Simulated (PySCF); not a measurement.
**C11H12 (SMILES C#Cc1cc(C)ccc1CC): density, localisation and related maps**

```xyz
23

C    -0.4350    3.5552    0.3799
C     0.0287    2.4481    0.1972
C     0.5838    1.1471   -0.0136
C     1.9759    0.9740    0.0621
C     2.5721   -0.2695   -0.1406
C     4.0589   -0.4474   -0.0326
C     1.7352   -1.3537   -0.4321
C     0.3557   -1.1925   -0.5108
C    -0.2526    0.0480   -0.3060
C    -1.7479    0.1947   -0.3549
C    -2.3885    0.1811    1.0314
H    -0.8457    4.5346    0.5402
H     2.5971    1.8452    0.2826
H     4.5852    0.5161   -0.0812
H     4.4461   -1.0890   -0.8384
H     4.3312   -0.9263    0.9226
H     2.1729   -2.3410   -0.6049
H    -0.2744   -2.0553   -0.7449
H    -2.0050    1.1365   -0.8657
H    -2.1662   -0.6220   -0.9646
H    -3.4815    0.2915    0.9622
H    -2.1736   -0.7622    1.5569
H    -2.0037    1.0061    1.6494
```

Geometry: PBE0-D3(BJ)/def2-SVP.

The calculation used PBE0/pcSseg-1, SCF density, gas phase, non-relativistic in PySCF 2.14.0.

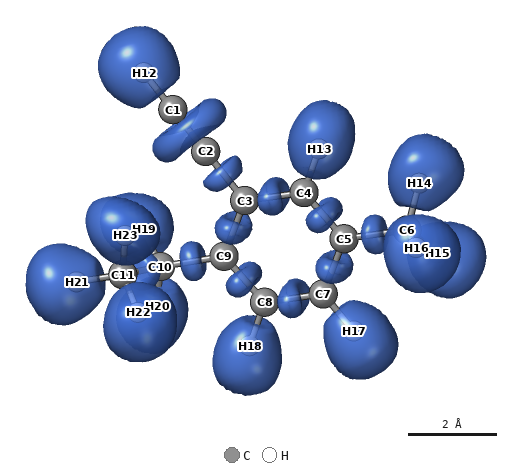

Figure 1. Isosurface of the ELF at 0.8 (blue), seen across its widest extent. Core shells and regions of very low density are left out.

What do the ELF domains correspond to?

Answer. The ELF exceeds this value in eleven regions between bonded C–C atoms (shared pairs) and twelve regions around hydrogen nuclei. Along the contacts the grid gives the following. C–C (1.21 Å): the ELF peaks at about 0.85 between the atoms (a short, multiple covalent bond). C–H (1.07 Å): the ELF climbs to about 1 towards the hydrogen, as it does in any bond to H (a covalent bond by its length).

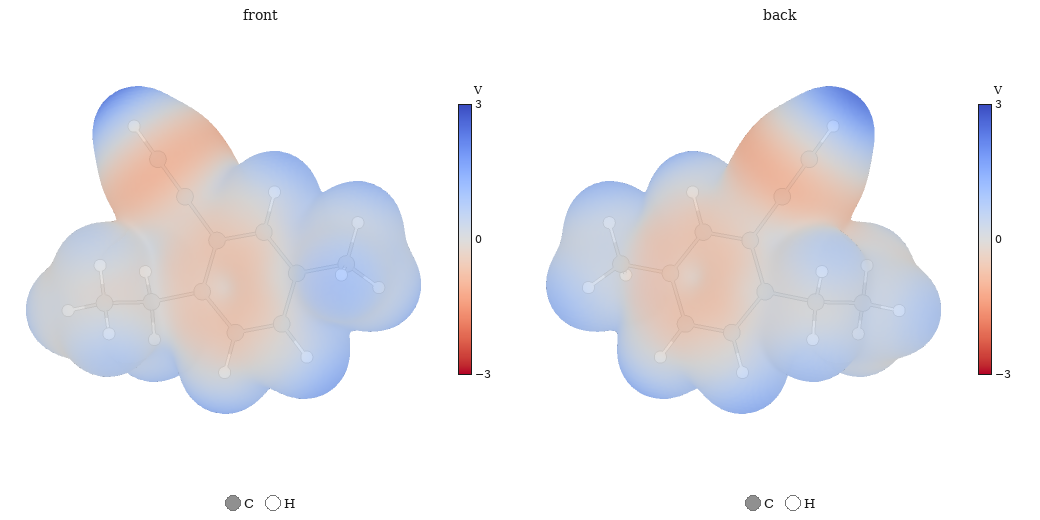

Figure 2. The molecular electrostatic potential painted on the density surface at 0.004 e/bohr³, seen from the front and from behind; the colour scale runs from red (negative) to blue (positive).

Describe the electrostatic potential map.

Answer. The most negative region (about −1.0 V, or −23 kcal/mol for a unit charge) lies over C1 and C2, the most positive (about +2.0 V, or +46 kcal/mol for a unit charge) over H12.

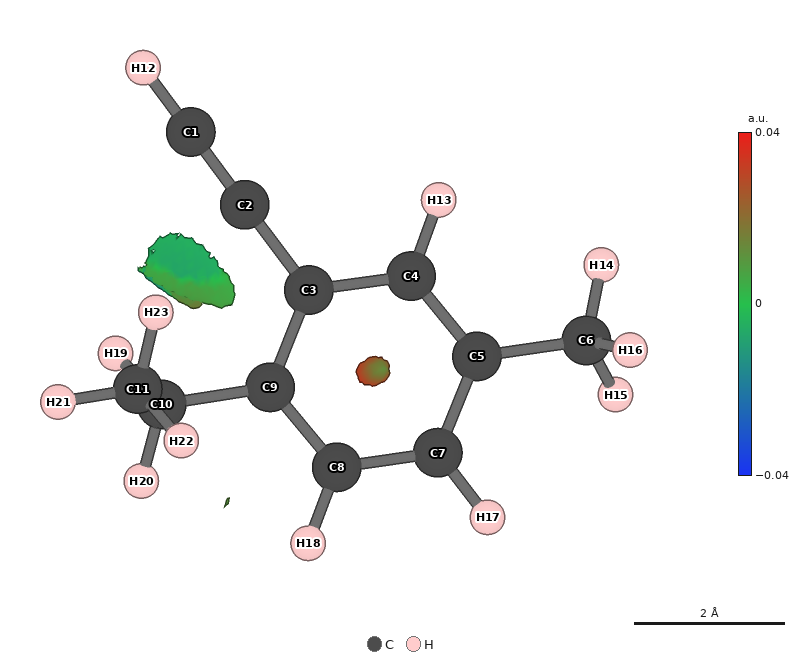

Figure 3. Non-covalent interaction (NCI) plot: the surface where the reduced density gradient is 0.6, for densities under 0.05 a.u., coloured by sign(λ₂)ρ; seen at a tilt.

Which non-covalent interactions does the plot reveal?

Answer.
- Between H19 and C10 on one side and C2 and C3 on the other: a weak contact (green)
- Inside the ring or cage of C3, C4, C5, C7, C8 and C9: steric crowding (red)

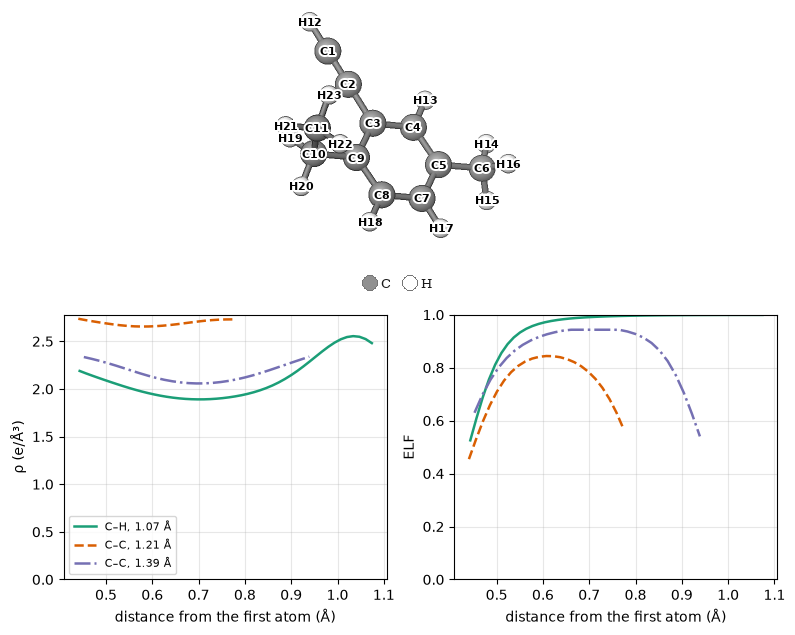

Figure 4. Electron density and ELF along straight lines between neighbouring atoms. The curves leave out the atomic cores. The structure is drawn too.

What can be read from the curves?

Answer. C–H (1.07 Å): ρ at the midpoint is about 2 e/Å³; the ELF climbs to about 1 towards the hydrogen: an ordinary covalent bond to hydrogen.
C–C (1.21 Å): ρ is about 2.7 e/Å³ halfway; the ELF peaks at about 0.85 between the atoms: a short, multiple covalent bond.
C–C (1.39 Å): ρ at the midpoint is about 2.1 e/Å³; the ELF peaks at about 0.95 between the atoms; localised, covalent bonding.
